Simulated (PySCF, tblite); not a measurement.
**C7H12N radical: geometry, infrared bands and EPR parameters**

Aim: predict the infrared bands and EPR parameters of C7H12N radical (`[CH2]N[C@@H]1CC[C@@H]2C[C@@H]21`).

Programs: tblite 0.8.0 and PySCF 2.14.0, with density-fitted response routines of our own. Each step states its level of theory. These are calculated values for one molecule in the gas phase, unless marked as measured. Atoms count from 0, in the outputs and in this text.

### Step 1. Starting geometry

20 atoms, charge 0, multiplicity 2; geometry from: force field or distance geometry start.

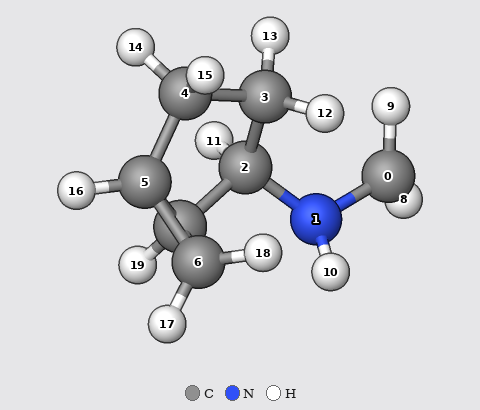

As it starts; carbon grey, nitrogen blue, hydrogen white, atoms numbered.

### Step 2. Optimising the geometry with GFN2-xTB

The job: settings as JSON, then the geometry in Å.

```
{"job": {"kind": "relax", "xc": "GFN2-xTB", "basis": "xTB"}, "charge": 0, "multiplicity": 2}
C      2.740000    -0.892700    -0.137800
N      1.336100    -1.194400    -0.221300
C      0.503200    -0.209300    -0.780700
C      0.495300     1.127900    -0.072500
C     -0.924700     1.589100    -0.201900
C     -1.814600     0.381900    -0.285000
C     -1.618100    -0.795000     0.620300
C     -0.913100    -0.735500    -0.709700
H      3.376900    -1.601000    -0.670100
H      2.987100     0.164400    -0.219600
H      0.944600    -1.768700     0.541600
H      0.753200    -0.088000    -1.852400
H      0.826900     0.989200     0.979500
H      1.150400     1.794400    -0.661500
H     -1.126400     2.210900    -1.087700
H     -1.189300     2.181500     0.714500
H     -2.854100     0.472100    -0.664800
H     -2.402100    -1.560400     0.706000
H     -1.057500    -0.600500     1.552300
H     -1.219100    -1.455200    -1.494300
```

Launch:

```bash
> OMP_NUM_THREADS=1 python probes_run.py task.json out
```

One launch serves the whole session: the jobs run in the order shown.

**Question.** This job is followed by: GFN2-xTB harmonic vibrations, gas phase; UKS B3LYP, pcH-1 on C H N, non-relativistic, mean-field spin-orbit, GIAO. Predict these results of the whole session: strongest single infrared mode (GFN2-xTB); zero-point energy (GFN2-xTB); g(iso) (B3LYP); ⟨S²⟩; largest a(iso) (averaged by class); surface potential, least and greatest.

The runs gave:

| quantity | value |
| --- | --- |
| strongest single infrared mode (GFN2-xTB) | 580 cm⁻¹, 77 km/mol |
| zero-point energy (GFN2-xTB) | 109.5 kcal/mol |
| g(iso) (B3LYP) | 2.00282 |
| ⟨S²⟩ | 0.753 (exact 0.75) |
| largest a(iso) (averaged by class) | 13C on C0, 123.2 MHz |
| surface potential, least and greatest | -1.17 V and 1.29 V |

**Reading.** Over 103 steps the energy fell by 0.789 eV; of the close pairs, C0–N1 changed most, 1.438 to 1.388 Å. No mode is imaginary among the 54: a minimum at this level. The strongest single mode, at 580 cm⁻¹, is spread over many atoms; the largest shares are those of H9, H10. GFN2-xTB is a fitted tight-binding method: band positions and strengths are rough. Its intensities can rank the bands wrongly. Most of the unpaired spin sits on C0 (0.84 e). The isotropic g lies 0.5 ppt above the free-electron value.
